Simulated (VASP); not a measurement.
Energy against volume of LiCl (rock salt). Level of theory: HSEsol screened hybrid, VASP's PBE PAW potentials (set 64) (plane waves; VASP).

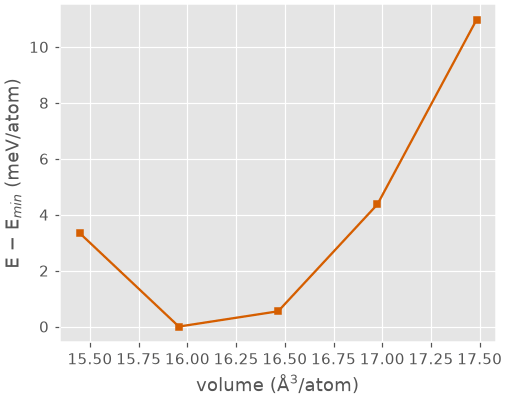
Energy against volume

**Question.** Estimate the equilibrium volume and the bulk modulus.

**Answer.** The minimum lies near 16.1 Å³/atom, and the curvature gives B0 of about 36 GPa.

The compound is LiCl in the rock salt structure. It was relaxed first. The cell's shape comes from a PBE relaxation.
